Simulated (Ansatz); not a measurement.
# CF2 (SMILES F[C]F) at HF/STO-3G

What is the vertical electron affinity of CF2 at HF/STO-3G? 

The results are computed with Ansatz 0.2.0.

40 further runs of the same task are left out: 4 that didn't finish, 36 set aside as unsound or not needed.

## (1) The molecule

The species is CF2 (3 atoms), meant as a singlet with charge 0. As SMILES, `F[C]F`. Geometry: relaxed at GFN2-xTB.

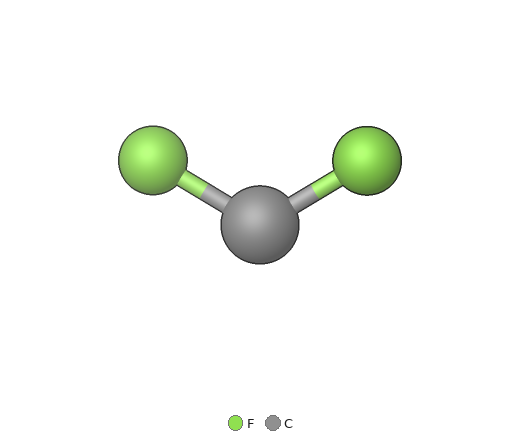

The structure, seen from a chosen angle (fluorine green, carbon grey).

## (2) A single-point energy at HF/STO-3G

The input, molecule.yaml:

```yaml
crystal:
  periodic: [false, false, false]
  atoms:
    - symbol: F
      position_ang: [0.396940, 1.032800, 0.332770]
    - symbol: C
      position_ang: [0.326820, -0.272180, 0.149730]
    - symbol: F
      position_ang: [-0.723760, -0.760620, -0.482500]
basis:
  gaussian: {orbitals: STO-3G}
hamiltonian: {xc: hf}
accuracy: high
```

Started as:

```bash
$ ansatz run molecule.yaml --threads 1 --pin off --max-ram 2610MiB --events-out events.jsonl --progress --plain --runs-dir runs
```

Log:

```text
Warning: RAYON_NUM_THREADS=1 ignored (pool sized by the plan → 1); use --threads N
Functional definition: HF
  name "HF"
  exchange = exact_x
  correlation = 0
250 factors; integrals over basis functions are off by at most 3.4e-8 eV
mean field evaluation 1: about -6348.6267 eV, gradient 2.2e1 eV
mean field evaluation 2: about -6348.7391 eV, gradient 2.2e1 eV
mean field evaluation 4: about -6350.6125 eV, gradient 1.8e0 eV
mean field evaluation 8: about -6350.6422 eV, gradient 4.3e-2 eV
mean field -6350.64225358 eV, -233.3817981991 hartree, gradient 2.5e-8 eV, S^2 0.000000; 0 other end points of the search recorded, 0 dependent functions left out
reference -6350.64225358 eV, -233.3817981991 hartree; 12, 12 occupied and 3, 3 virtual orbitals, 250 factors
Total energy: -6350.64225358 eV, -233.3817981991 hartree
```

Run time: 0.08 s. Hardware: 1 thread of Arm Neoverse V1, shared host.

## (3) The doublet anion at the same level

The input, job.yaml:

```yaml
crystal:
  periodic: [false, false, false]
  atoms:
    - {symbol: F, position_ang: [0.396940, 1.032800, 0.332770]}
    - {symbol: C, position_ang: [0.326820, -0.272180, 0.149730]}
    - {symbol: F, position_ang: [-0.723760, -0.760620, -0.482500]}
basis:
  gaussian:
    orbitals: STO-3G
total_charge: -1
magnetization:
  spin_polarized: true
  initial_magnetization: 1
hamiltonian:
  xc: hf
accuracy: high
```

Started as:

```bash
$ ansatz run job.yaml --threads 1 --pin off --max-ram 2610MiB --events-out events.jsonl --progress --plain --runs-dir runs
```

Log:

```text
Warning: RAYON_NUM_THREADS=1 ignored (pool sized by the plan → 1); use --threads N
[... 4 set-up lines as earlier in the session ...]
250 factors; integrals over basis functions are off by at most 3.4e-8 eV
mean field evaluation 1: about -6343.8923 eV, gradient 6.6e0 eV
mean field evaluation 2: about -6344.0572 eV, gradient 6.6e0 eV
mean field evaluation 4: about -6344.4699 eV, gradient 8.1e-1 eV
mean field evaluation 8: about -6344.4811 eV, gradient 1.4e-6 eV
mean field -6344.48113323 eV, -233.1553812023 hartree, gradient 1.3e-8 eV, S^2 0.755049; 0 other end points of the search recorded, 0 dependent functions left out
reference -6344.48113323 eV, -233.1553812023 hartree; 13, 12 occupied and 2, 3 virtual orbitals, 250 factors
Total energy: -6344.48113323 eV, -233.1553812023 hartree
```

It took 0.08 s on 1 thread of Arm Neoverse V1, shared host.

## (4) What came out

Level: HF/STO-3G.

| quantity | value |
| --- | --- |
| singlet CF2: total energy | -233.38180 Eh |
| doublet anion: total energy | -233.15538 Eh |
| doublet anion: ⟨S²⟩ | 0.755 |
| vertical electron affinity (to the doublet anion) | -6.161 eV |

What this shows: The anion lies 6.16 eV (142 kcal/mol) above the neutral: the electron isn't bound at this level, and such a value depends on the basis. Without diffuse functions anions come out too high. Hartree–Fock misses the correlation that binds many anions. In a minimal basis such a difference can be off by several eV, whatever the method.
